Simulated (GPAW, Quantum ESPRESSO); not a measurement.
The F K edge of atom 5 in KCoF3 (Pm-3m), with 2 Co at 2.04 Å (linear, site symmetry 4/mmm), was computed in 2 ways: full core hole (charged cell) and no core hole. Program and functional: GPAW, LDA + U, Gaussian full width 0.9 eV up to 4 eV, rising linearly to 3.5 eV at 25 eV; cells of 10 atoms.

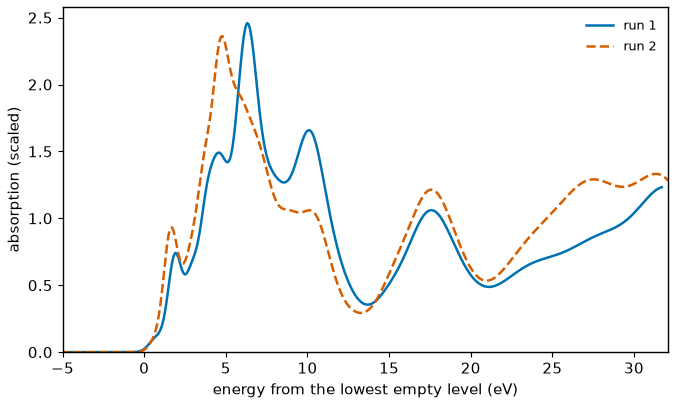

Each run is counted from its own lowest empty level or Fermi level and scaled to a mean of 1 over its first 20 eV.

Question: Which run is which?

Run 1: no core hole (area from −2 to 6 eV 5.4, main maxima 1.9 eV (0.74), 4.6 eV (1.49), 6.3 eV (2.46), 10.1 eV (1.66) and 17.6 eV (1.06)). Run 2: full core hole (charged cell) (area from −2 to 6 eV 7.2, main maxima 1.7 eV (0.93), 4.8 eV (2.36) and 17.6 eV (1.21)). With each curve scaled to its own mean, the area from −2 to 6 eV with the hole is 7.2 against 5.4, and the centre of weight from −1 to 20 eV moves by -0.3 eV: the hole pulls the absorber's empty states down.

[Hosts, paths, dates, database ids (printed as entryN), source tags and the programs' standing remarks are cut or masked in the printed files.]

[Lists of maxima count a maximum above −3 eV only where it reaches 4 % of the highest in the window and stands out from its surroundings by 2 % of it (1.5 % where it reaches 55 %); shoulders and weaker maxima are passed over, and of the rest the first, up to two pre-edge ones and the few strongest are named.]
